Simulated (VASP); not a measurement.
Band structure of Ge (diamond). Calculation: AM05 GGA, VASP's PBE PAW potentials (set 64) (plane waves; VASP).

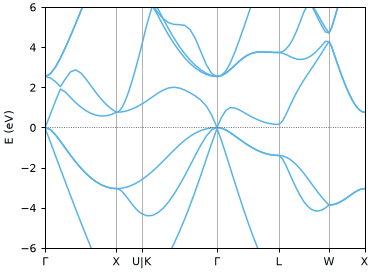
*Bands along high-symmetry lines, zero at the valence-band maximum or, without a gap, the Fermi level*

**Question.** Read the plot: is there a gap, and where are the band edges?

**Answer.** It has no gap at this level: it comes out as a metal or semimetal. (Edges off the drawn lines would not show.)

Measured: gap 0.79 eV (computed value off by -0.79 eV), as given by Anna Miglio et al., npj Computational Materials (2020), arXiv:2011.12765 [measured zero-point renormalisation of 52 meV added back].

The compound is Ge in the diamond structure. It was relaxed first.
